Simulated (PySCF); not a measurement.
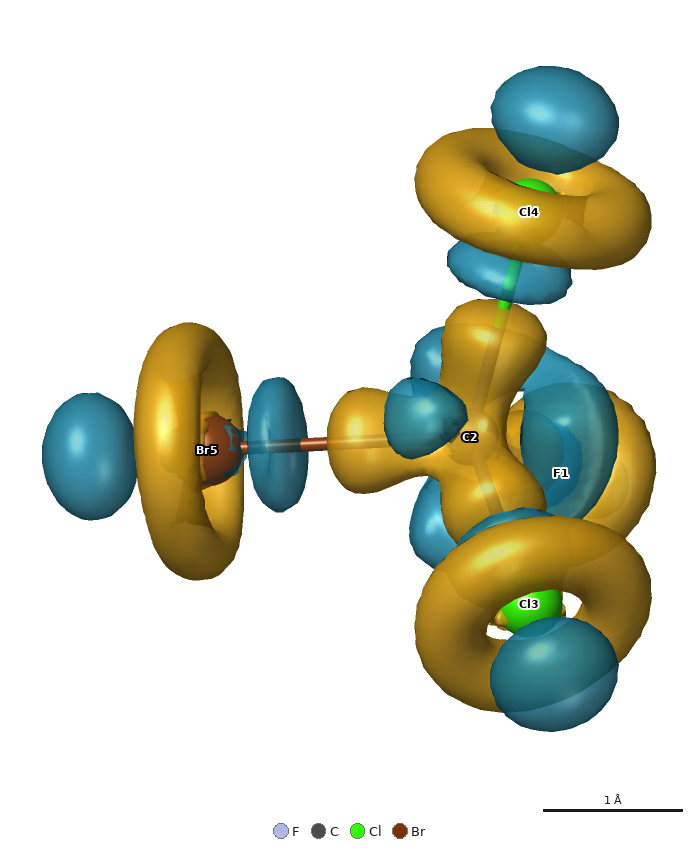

CBrCl₂F, SMILES `FC(Cl)(Cl)Br`. Deformation density (molecule less spherical, spin-averaged free atoms at the same positions), surfaces at ±0.1 e/Å³; yellow: gain, teal: loss.

Level of theory: HF/def2-SVP (PySCF), at a geometry from GFN2-xTB. No frequency check shows the geometry to be a minimum. GFN2-xTB bond lengths at metals and heavier atoms can be off by up to 0.1 Å and shapes distorted, which carries into these values.

Q: How much density has each bond gained at its critical point, relative to the free atoms?

A: C2–Cl3 and C2–Cl4: +0.30 e/Å³ at the bond critical point (bond length 1.77 Å, Mayer order 1.0). C2–Br5: +0.20 e/Å³ at the bond critical point (bond length 1.95 Å, Mayer order 1.0). F1–C2: +0.20 e/Å³ at the bond critical point (bond length 1.33 Å, Mayer order 0.9). In all, 1.5 electrons gather in the regions of gain relative to the promolecule.

Q: Where do the Hirshfeld charges lie?

A: The highest Hirshfeld charge is on C2 (+0.18 e), the lowest on F1 (−0.11 e).

```
atom  charge (e)
  F1       −0.11
  C2       +0.18
 Cl3       −0.02
 Cl4       −0.02
 Br5       −0.03
```
